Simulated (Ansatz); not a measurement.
**BClH4N2: harmonic frequencies at the relaxed geometry, by script**

Aim: harmonic frequencies at the relaxed geometry, for BClH4N2, run from a script. SMILES: NB(N)Cl.

Program: Ansatz 0.2.0 through its Python package. Level of theory: PBE0+D4/cc-pVDZ. These are calculated values, not measurements.

## 1. Starting point

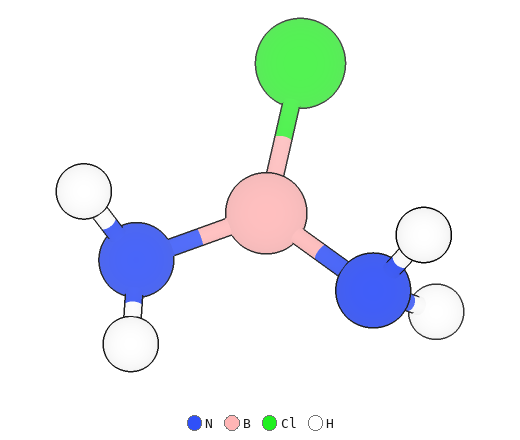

The starting structure, viewed from a chosen angle; nitrogen blue, boron pink, chlorine green, hydrogen white.

No structure file is read: the coordinates are typed or built in the script.

## 2. The script

Contents of freq.py:

```python
"""Harmonic frequencies of BClH4N2 at its relaxed geometry."""

import ansatz
import numpy as np

geometry_ang = [
    ("N", (-0.5903, 1.2866, 0.0213)),
    ("B", (-0.3069, -0.1389, -0.2177)),
    ("N", (0.6883, -0.8323, 0.6529)),
    ("Cl", (-1.0815, -1.0632, -1.5617)),
    ("H", (-0.3534, 1.8377, -0.8726)),
    ("H", (-0.0321, 1.6987, 0.7826)),
    ("H", (0.2678, -1.6487, 1.1102)),
    ("H", (1.5002, -1.1971, 0.0292)),
]
system = ansatz.Crystal.molecule()
for symbol, xyz in geometry_ang:
    system = system.atom(symbol, xyz)

setup = (
    system.calculation()
    .basis(gaussian="cc-pVDZ")
    .functional("PBE0", dispersion="d4")
)
symbols = [site.symbol for site in system.cartesian_sites]
start = np.array([site.position_ang for site in system.cartesian_sites], dtype=float)
def progress(event):
    if event["event"] == "relax_step":
        row = event["data"]
        print(f"step {row['step']:3d}  E = {row['lagrangian_ev']:.6f} eV  max force {row['allowed_force_max_ev_ang']:.4f} eV/A")


data = setup.relax(force_tolerance=0.003, max_steps=100).session().plan().execute(on_event=progress).report
end = np.array(data["positions_ang"])

print("bond        before    after (A)")
for i, j in [(0, 1), (0, 4), (0, 5), (1, 2), (1, 3), (2, 6), (2, 7)]:
    d0, d1 = (np.linalg.norm(xyz[i] - xyz[j]) for xyz in (start, end))
    print(f"{symbols[i]}{i}-{symbols[j]}{j}".ljust(10), f"{d0:8.4f} {d1:8.4f}")

# frequencies need a stationary point, so they are taken at the relaxed geometry
minimum = ansatz.Crystal.molecule()
for symbol, xyz in zip(symbols, end):
    minimum = minimum.atom(symbol, xyz.tolist())
vibrating = minimum.calculation()
vibrating = vibrating.basis(gaussian="cc-pVDZ")
vibrating = vibrating.functional("PBE0", dispersion="d4")
vibrating = vibrating.phonons(temperatures=(100, 500, 100))
vib = vibrating.run(threads=1).report["vibrations"]
sums = vib["harmonic_sums"]
modes = [m["omega_inv_cm"] for m in sums["modes_at_gamma"] if m["rigid_motion"] == "no"]
print("frequencies (1/cm):", " ".join(f"{w:.0f}" for w in modes))
print("imaginary modes:", sum(w < 0 for w in modes), " zero-point energy:", round(sums["zero_point_energy_ev"], 4), "eV")
print("T (K)   F_vib (eV)   S_vib (meV/K)   C_vib (meV/K)")
for row in zip(sums["temperatures_k"], sums["vibrational_free_energy_ev"], vib["entropy_ev_per_k"], vib["heat_capacity_ev_per_k"]):
    print(f"{row[0]:6.1f} {row[1]:11.4f} {1000 * row[2]:13.4f} {1000 * row[3]:15.4f}")
```

## 3. What the engine is handed

The package turns the script's settings into the engine's input (first run):

```yaml
crystal:
  periodic: [false, false, false]
  atoms:
    - { symbol: "N", position_ang: [-0.5903, 1.2866, 0.0213] }
    - { symbol: B, position_ang: [-0.3069, -0.1389, -0.2177] }
    - { symbol: "N", position_ang: [0.6883, -0.8323, 0.6529] }
    - { symbol: Cl, position_ang: [-1.0815, -1.0632, -1.5617] }
    - { symbol: H, position_ang: [-0.3534, 1.8377, -0.8726] }
    - { symbol: H, position_ang: [-0.0321, 1.6987, 0.7826] }
    - { symbol: H, position_ang: [0.2678, -1.6487, 1.1102] }
    - { symbol: H, position_ang: [1.5002, -1.1971, 0.0292] }
basis:
  gaussian:
    orbitals: cc-pVDZ
hamiltonian:
  xc: pbe0
  dispersion: d4
relax:
  f_tol: 0.003
  max_steps: 100
```

## 4. The run

Command:

```sh
$ python freq.py
```

**Question.** What results will this script give? Wanted: moves of the relaxation of run 1; energy gained in run 1; last largest force component of run 1; highest frequency; imaginary modes; zero-point energy.

As calculated:

| quantity | value |
| --- | --- |
| runs compared | 2 |
| moves of the relaxation of run 1 | 10 |
| energy gained in run 1 | 1.156 eV |
| last largest force component of run 1 | 0.0028 eV/Å |
| highest frequency | 3765 cm⁻¹ |
| imaginary modes | 0 |
| zero-point energy | 1.599 eV |

Run 1: After 10 moves the largest shift is 1.236 Å, of atom 8 (H). So large a move can change the bonding: the results belong to the relaxed structure. All frequencies are real, so the geometry is a minimum. The values are harmonic; measured fundamentals also hold anharmonic shifts, mostly downward for stretches. The frequencies are harmonic and unscaled, in a modest basis. The result belongs to the one conformer reached from this start, and soft torsions count as harmonic oscillators.
